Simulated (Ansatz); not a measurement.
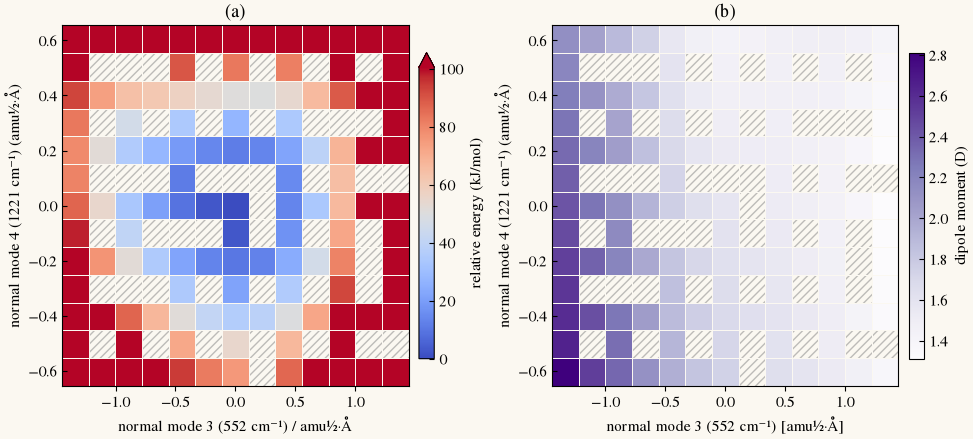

C2HO, SMILES C#C[O], spin multiplicity 2. Coordinates scanned: (1) normal mode 3 (552 cm⁻¹); (2) normal mode 4 (1221 cm⁻¹). Nothing is relaxed (straight displacements along the two mass-weighted modes). Grid: 13 × 13 points. At 47 points there is no value. Points are written as (first, second). Energies: kJ/mol, counted from the lowest grid point. Method: Ansatz, UKS PBE-D4/def2-TZVP.

Panel (a) is the energy; panel (b) is the computed dipole moment, in D.

Drawn: one coloured cell a grid point, one colour for all values above the top of the scale, hatched blanks where no value was computed.

> How does the dipole moment vary over the map, and what is it at the lowest grid point?

Leaving out the highest fifth of the energies, it runs from 1.39 D at (1.113 amu½·Å, 0.000 amu½·Å) to 2.51 D at (−1.335 amu½·Å, −0.201 amu½·Å). At the lowest grid point, (0.000 amu½·Å, 0.000 amu½·Å), it is 1.58 D.

```tsv
normal mode 4 (1221 cm⁻¹) ↓, normal mode 3 (552 cm⁻¹) →	−1.335	−1.113	−0.890	−0.667	−0.445	−0.223	0.000	0.223	0.445	0.667	0.890	1.113	1.335
0.604	2.14	2.02	1.89	1.75	1.56	1.47	1.44	1.45	1.47	1.49	1.49	1.46	1.41
0.503	2.19	–	–	–	1.60	–	1.46	–	1.47	–	1.47	–	1.38
0.403	2.23	2.11	1.97	1.82	1.63	1.53	1.48	1.47	1.48	1.48	1.46	1.42	1.35
0.302	2.28	–	2.01	–	1.66	–	1.50	–	1.49	–	–	–	1.33
0.201	2.33	2.20	2.05	1.85	1.69	1.59	1.53	1.51	1.50	1.48	1.45	1.39	1.32
0.101	2.37	–	–	–	1.73	–	–	–	1.51	–	1.45	–	–
0.000	2.42	2.28	2.13	1.92	1.76	1.65	1.58	–	1.52	1.49	1.45	1.39	1.31
−0.101	2.47	–	2.16	–	–	–	1.61	–	1.54	–	1.46	–	1.31
−0.201	2.51	2.37	2.20	1.99	1.82	1.70	1.63	1.59	1.55	1.52	1.47	–	1.32
−0.302	2.55	–	–	–	1.85	–	1.66	–	1.57	–	1.48	–	1.33
−0.403	2.60	2.44	2.27	2.06	1.88	1.76	1.69	1.64	1.59	1.55	1.49	1.43	1.35
−0.503	2.64	–	2.31	–	1.92	–	1.71	–	1.62	–	1.51	–	–
−0.604	2.81	2.52	2.34	2.12	1.95	1.82	1.74	–	1.64	1.59	1.53	1.47	1.38
```
